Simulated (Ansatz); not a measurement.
GeH4···HBr

```xyz
7

Ge    0.5474    0.0000   -0.3422
H     0.3392    0.0000    1.1794
H     2.0507    0.0000   -0.6497
H    -0.0999    1.2544   -0.9399
H    -0.0999   -1.2544   -0.9399
Br   -3.7169    0.0000    2.0449
H    -2.5420    0.0000    2.8424
```

These are results of RHF/def2-mTZVP in Ansatz, not measurements.

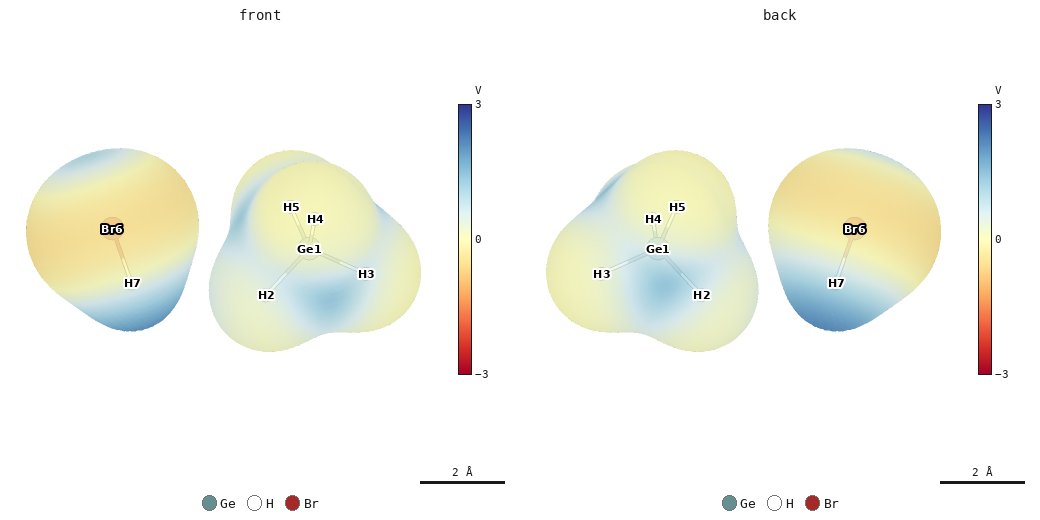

Figure 1. The molecular electrostatic potential painted on the density surface at 0.002 e/bohr³, seen from the front and from behind; the colour scale runs from red (negative) to blue (positive).

Describe the electrostatic potential map.

The most negative region (about −0.5 V) lies over Br6, the most positive (about +2.1 V) over H7. Br6 shows a σ-hole: about +1.0 V at the tip opposite its bond, against about −0.4 V on its flanks.

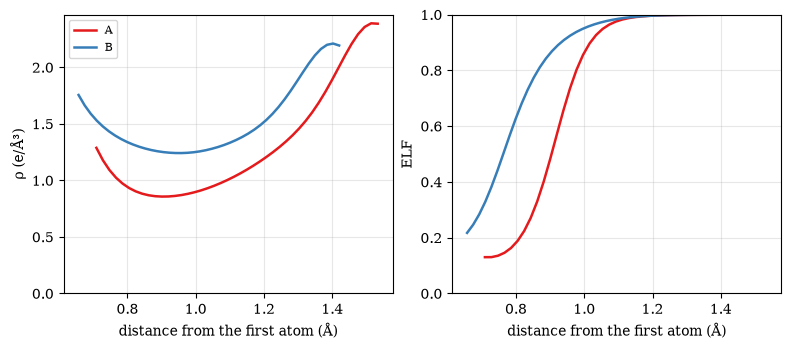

Figure 2. Electron density and electron localisation function along straight lines between neighbouring atoms. The curves leave out the atomic cores.

Which curve belongs to which contact (Br–H and Ge–H)? The first atom named is at distance zero.

Curve A: Ge–H (1.53 Å): ρ at the midpoint is about 1 e/Å³; the ELF climbs to about 1 towards the hydrogen. Curve B: Br–H (1.42 Å): ρ at the midpoint is about 1.5 e/Å³; the ELF climbs to about 1 towards the hydrogen.
